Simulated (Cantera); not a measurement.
Charge: 1 mol CH3SiCl3, 0.53 mol C3H8, 3.5 mol H2, held at 1925 K.

These are equilibrium values from Cantera (NASA tables, ideal gas, pure condensed phases), not measurements of a reactor. Candidate condensed phases: C, C6H6, C7H8, C8H18, Si, SiC; 109 gas species. The feed counts by its element totals alone. The tables' values for SiCl3, SiCl are old estimates; treat these amounts as uncertain. Equilibrium is a limit: real reactors are often held back by kinetics, nucleation or transport.

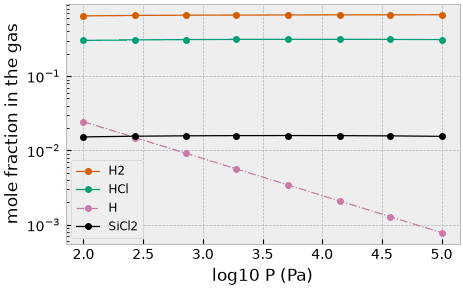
Figure. Equilibrium gas composition (values under 1e-9 drawn at 1e-9)

From 1.00 mbar to 1.00 bar the condensed part is C(graphite) + SiC(s). The main Si-bearing gas is SiCl2 throughout.
